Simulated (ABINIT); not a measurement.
## MgI2 (P-3m1): least direct gap against volume

The cell of MgI2 (P-3m1) is scaled evenly and the response computed anew at each volume, on one mesh. The atoms keep their fractional positions.

Symmetry: P-3m1, No. 164, trigonal system. The conventional cell has a = 4.140 Å, b = 4.140 Å, c = 6.880 Å, α = 90.00°, β = 90.00°, γ = 120.00°. Around I on site d lie 3 Mg at 2.94 Å. Mg on site a has 6 I at 2.94 Å as nearest neighbours.

Method: ABINIT 10.8.3, PBE, independent particles, k-mesh 9×9×5, Lorentzian half width 0.04 eV.

Launch of the response step: `optic optic.abi`. The series took 19.5 min in all, its band step included, on 4 threads of Intel(R) Xeon(R) Processor @ 2.70GHz, on a shared host.

```
V/V₀  V (Å³, primitive cell)  least direct gap (eV)
0.94                   95.99                  3.902
0.97                   99.06                      ?
1.00                  102.12                  3.631
1.03                  105.19                  3.509
1.06                  108.25                  3.396
```

For small changes the quantity should be close to linear in ln V.

Working, on the rows shown:

| x = ln(V/V₀) | y = least direct gap |
| --- | --- |
| -0.0618754 | 3.902 |
| 0 | 3.631 |
| 0.0295588 | 3.509 |
| 0.0582689 | 3.396 |

Means: x̄ = 0.0064881, ȳ = 3.6095. Σ(x − x̄)(y − ȳ) = -0.03351, Σ(x − x̄)² = 0.007929. Slope = -0.03351 / 0.007929 = -4.226; intercept = ȳ − slope · x̄ = 3.6369. The line misses the rows shown by at most 0.0059 eV.

**Question.** Predict the last column of the withheld row from the fit.

**Answer.** At x = -0.030459 the line gives y = 3.7656 eV. The run gave 3.761 eV, so the interpolation is off by 0.0046 eV, 0.9 % of the range in the table.

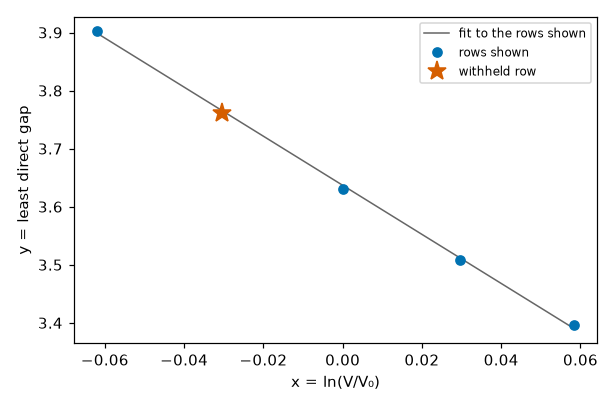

Between the rows on either side of x = 0 the slope is (3.509 − 3.761) / (0.029559 − (-0.030459)) = -4.199. That is a volume deformation potential of -4.2 eV: the least direct gap on this mesh widens by 42 meV for each per cent of compression. The cell comes from an older database entry, whose edges can be off by a per cent or so. PBE gaps are as a rule too small. Spin-orbit coupling is left out.

[Logs are printed without paths, hosts, clocks, repeated set-up lines and the standing remarks that a program may print on its own settings, such as how far it seeks lower states.]
